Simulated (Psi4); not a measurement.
**C2ClF3 (chlorotrifluoroethylene): SVWN5/cc-pVDZ**

Aim: the energy change on altering one bond length of C2ClF3 (chlorotrifluoroethylene) at SVWN5/cc-pVDZ, from 2 runs. 

Program for the calculation: Psi4 1.11.

**1. The system as given**

C2ClF3: 6 atoms, total charge 0, spin state singlet. SMILES: `FC(F)=C(F)Cl`. The shape is that of a PBE0-D4/def2-TZVP optimisation.

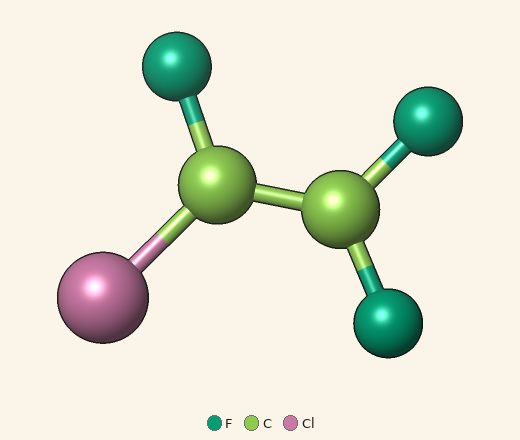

The structure, seen from a chosen angle (fluorine teal, carbon green, chlorine pink).

**2. Energy and gradient at SVWN5/cc-pVDZ**

c2clf3.xyz reads:

```xyz
6
C2ClF3
F      0.754980    -1.638860     0.121480
C     -0.084770    -0.642210     0.238150
F     -1.171340    -0.974840     0.883330
C      0.149100     0.567290    -0.247440
F      1.278540     0.821980    -0.890380
Cl    -0.926530     1.866650    -0.105120
```

calc.py reads:

```python
import psi4

psi4.set_memory(2200000000)
psi4.set_num_threads(1)
psi4.core.set_output_file('c2clf3.out', False)

with open('c2clf3.xyz') as f:
    atoms = ''.join(f.readlines()[2:])
geom = psi4.geometry('0 1\n' + atoms + 'symmetry c1')

options = {'basis': 'cc-pVDZ', 'puream': True, 'e_convergence': 1e-09, 'd_convergence': 1e-08, 'scf_type': 'pk', 'dft_radial_points': 99, 'dft_spherical_points': 590}
psi4.set_options(options)

E, wfn = psi4.gradient("scf", dft_functional={"name": "SVWN5", "x_functionals": {"LDA_X": {}}, "c_functionals": {"LDA_C_VWN": {}}}, return_wfn=True)
print('gradient / Eh bohr^-1')
print(E.np.round(6))
print(f'energy = {wfn.energy():.10f} Eh')
```

Command:

```bash
$ python calc.py
```

c2clf3.out:

```text
[...]
  Running in c1 symmetry.
[...]
  Nuclear repulsion =  295.745276287558966
[...]
  Multiplicity = 1
[...]
  Nalpha       = 28
  Nbeta        = 28
[...]
    Number of basis functions: 88
[...]
   @RKS iter   1:  -831.74934764633736    2.09931e-01   5.22660e-03 DIIS/ADIIS
[...]
   @RKS iter  13:  -831.85451538943357   -1.47793e-12   2.70030e-09 DIIS
[...]
    Orbital Energies [Eh]
    ---------------------
    Doubly Occupied:
       1A   -100.344200     2A    -24.158847     3A    -24.157508
       4A    -24.144489     5A     -9.953540     6A     -9.921043
       7A     -9.173428     8A     -7.034440     9A     -7.022137
      10A     -7.021900    11A     -1.206031    12A     -1.159542
      13A     -1.144872    14A     -0.832352    15A     -0.709995
      16A     -0.592461    17A     -0.552376    18A     -0.538974
      19A     -0.493696    20A     -0.475428    21A     -0.433845
      22A     -0.416928    23A     -0.402758    24A     -0.386847
      25A     -0.368851    26A     -0.330258    27A     -0.311552
      28A     -0.217115
[...]
  @RKS Final Energy:  -831.85451538943357
   => Energetics <=
    Nuclear Repulsion Energy =            295.7452762875589656
    One-Electron Energy =               -1743.0178906817018287
    Two-Electron Energy =                 681.8143524016593346
    DFT Exchange-Correlation Energy =     -66.3962533969499447
    Empirical Dispersion Energy =           0.0000000000000000
    VV10 Nonlocal Energy =                  0.0000000000000000
    Total Energy =                       -831.8545153894335726
[...]
 Multipole Moments:
 ------------------------------------------------------------------------------------
     Multipole            Electronic (a.u.)      Nuclear  (a.u.)        Total (a.u.)
 ------------------------------------------------------------------------------------
 L = 1.  Multiply by 2.5417464519 to convert [e a0] to [Debye]
 Dipole X            :          0.3580239           -0.4576464           -0.0996225
 Dipole Y            :         -0.9759770            0.9612407           -0.0147363
 Dipole Z            :          0.1181809           -0.0638291            0.0543518
 Magnitude           :                                                    0.1144374
[...]
  -Total Gradient:
     Atom            X                  Y                   Z
    ------   -----------------  -----------------  -----------------
       1       -0.003350273171     0.002210856833     0.001000254374
       2        0.004159658127     0.012400269076    -0.005857091075
       3        0.003903093746     0.000034024494    -0.001965043600
       4       -0.007859541786    -0.010274387449     0.007069918461
       5       -0.001709974840    -0.000410899057     0.000979070174
       6        0.004837176877    -0.003935332529    -0.001224637271
[...]
```

Standard output:

```text
gradient / Eh bohr^-1
[[-3.3500e-03  2.2110e-03  1.0000e-03]
 [ 4.1600e-03  1.2400e-02 -5.8570e-03]
 [ 3.9030e-03  3.4000e-05 -1.9650e-03]
 [-7.8600e-03 -1.0274e-02  7.0700e-03]
 [-1.7100e-03 -4.1100e-04  9.7900e-04]
 [ 4.8370e-03 -3.9350e-03 -1.2250e-03]]
energy = -831.8545153894 Eh
```

It took 22 s on 1 thread of Intel Xeon 6975P-C (Granite Rapids), shared host; peak memory 0.6 GiB.

**3. The distorted shape**

job.dat reads:

```
memory 2200 mb

molecule geom {
  0 1
  F
  C 1 1.308474
  F 2 1.306727 1 112.56842
  C 2 1.324154 3 124.08591 1 179.99759
  F 4 1.523 2 120.2864 3 -179.99774
  Cl 4 1.6928 2 123.92182 3 -0.00394
  symmetry c1
}

set basis cc-pVDZ
set puream true
set e_convergence 1e-09
set d_convergence 1e-08
set scf_type pk
set dft_radial_points 99
set dft_spherical_points 590

result, w = gradient("scf", dft_functional={"name": "SVWN5", "x_functionals": {"LDA_X": {}}, "c_functionals": {"LDA_C_VWN": {}}}, return_wfn=True)
oeprop(w, "MAYER_INDICES", "WIBERG_LOWDIN_INDICES", "QUADRUPOLE")
print_variables()
```

Command:

```bash
$ psi4 -i job.dat -o job.out -n 1
```

job.out, cut to the lines that bear on the results:

```text
[...]
  Running in c1 symmetry.
[...]
  Nuclear repulsion =  288.950403850606051
[...]
  Multiplicity = 1
[...]
  Nalpha       = 28
  Nbeta        = 28
[...]
    Number of basis functions: 88
[...]
   @RKS iter   1:  -831.73055124545249    1.88412e-02   5.13245e-03 ADIIS/DIIS
[...]
   @RKS iter  13:  -831.83359654059961   -2.16005e-12   3.43885e-09 DIIS
[...]
  @RKS Final Energy:  -831.83359654059961
   => Energetics <=
    Nuclear Repulsion Energy =            288.9504038506060510
    One-Electron Energy =               -1729.5313979593181557
    Two-Electron Energy =                 675.0444791978155763
    DFT Exchange-Correlation Energy =     -66.2970816297031007
    Empirical Dispersion Energy =           0.0000000000000000
    VV10 Nonlocal Energy =                  0.0000000000000000
    Total Energy =                       -831.8335965405996149
[...]
  -Total Gradient:
     Atom            X                  Y                   Z
    ------   -----------------  -----------------  -----------------
       1       -0.000002766656     0.000177626426    -0.000207680237
       2        0.000003060449     0.003988796297     0.017101975028
       3       -0.000001007108    -0.000280687208    -0.002370151421
       4        0.000007327917    -0.083818854745     0.017872419340
       5       -0.000003793860     0.083573630603    -0.038724621669
       6       -0.000002824754    -0.003648366258     0.006360154606
[...]
 Multipole Moments:
 ------------------------------------------------------------------------------------
     Multipole            Electronic (a.u.)      Nuclear  (a.u.)        Total (a.u.)
 ------------------------------------------------------------------------------------
 L = 1.  Multiply by 2.5417464519 to convert [e a0] to [Debye]
 Dipole X            :          0.0000306           -0.0000316           -0.0000011
 Dipole Y            :         -0.6704150            0.2523178           -0.4180972
 Dipole Z            :         -0.8347627            1.0492757            0.2145130
 Magnitude           :                                                    0.4699161
 L = 2.  Multiply by 1.3450342976 to convert [e a0^2] to [Debye ang]
 Quadrupole XX       :        -27.6326012            0.0000016          -27.6325996
 Quadrupole XY       :          0.0117006           -0.0117231           -0.0000226
[...]
```

Wall time 23 s (1 thread of Intel Xeon 6975P-C (Granite Rapids), shared host); peak memory 0.6 GiB.

**4. Outcome**

Level: SVWN5/cc-pVDZ.

```
                                                         quantity          value
                                        first shape: total energy  -831.85452 Eh
                                       first shape: dipole moment         0.29 D
                                         first shape: HOMO energy       -5.91 eV
                                         first shape: LUMO energy       -0.58 eV
                                       first shape: HOMO–LUMO gap        5.33 eV
                            first shape: largest force on an atom     0.758 eV/Å
                                    distorted shape: total energy  -831.83360 Eh
                                   distorted shape: dipole moment         1.19 D
                                     distorted shape: HOMO energy       -6.28 eV
                                     distorted shape: LUMO energy       -1.58 eV
                                   distorted shape: HOMO–LUMO gap        4.70 eV
                        distorted shape: largest force on an atom     4.736 eV/Å
energy change with the C4–F5 bond stretched from 1.324 to 1.523 Å       0.569 eV
```

**Reading.** With the C4–F5 bond stretched from 1.324 to 1.523 Å the energy rises by 0.57 eV (54.9 kJ/mol). The first shape isn't relaxed at this level, so the change isn't measured from a minimum. The largest force (first shape) is 0.76 eV/Å: the shape isn't a stationary point for this species at this level.
